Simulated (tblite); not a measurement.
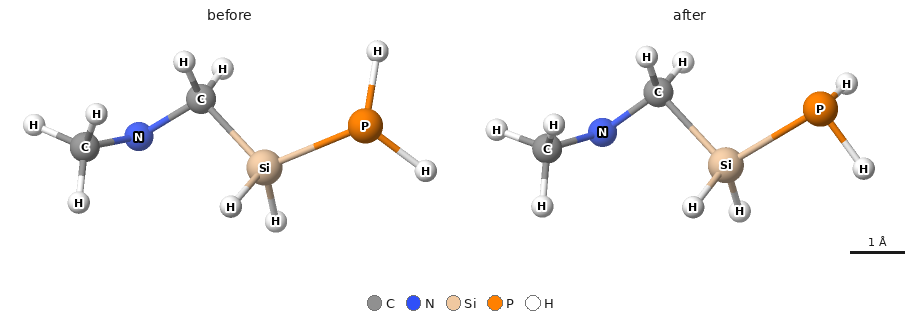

The structure of C2H9NPSi (multiplicity 2) before (left) and after (right) a relaxation, at one scale.

The picture is a ball-and-stick view, seen at a tilt.

Theory: tblite, GFN2-xTB geometry optimisation, gas phase. 

> Describe what moved and what it gained.

The largest move after the best rigid fit is that of an H atom, 0.97 Å. Largest moves by element: H 0.97 Å, P 0.38 Å, N 0.15 Å, C 0.14 Å, Si 0.06 Å. Near-neighbour distances that change, for instance: C–Si 1.849 → 1.952 Å, C–N 1.469 → 1.374 Å, P–Si 2.170 → 2.249 Å, H–P 1.439 → 1.385 Å. Among the angles between lasting bonds that change: H–P–H 114.9° → 92.6°, Si–P–H 115.5° → 94.3°, Si–P–H 115.3° → 95.6°. The energy falls by 119.3 kJ/mol in 109 geometry steps.
